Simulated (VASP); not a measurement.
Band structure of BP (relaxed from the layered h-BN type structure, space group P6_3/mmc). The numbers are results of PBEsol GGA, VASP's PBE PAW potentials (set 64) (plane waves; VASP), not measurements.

Without a dispersion term in the relaxation, distances and binding between the weakly bound layers, chains or molecules are unreliable, and so is what depends on them.

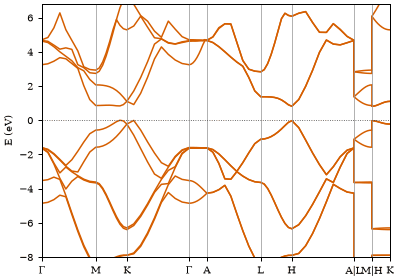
Figure. Bands along high-symmetry lines, zero at the valence-band maximum or, without a gap, the Fermi level

Problem. Read the plot: is there a gap, and where are the band edges?

Solution. The gap is indirect, 0.82 eV, from the valence maximum at M-K at 0.78 to the conduction minimum at H. (Edges off the drawn lines would not show.)

The structure was generated: BP was put into the layered h-BN type type (P6_3/mmc), which need not be its known phase. It was relaxed first.
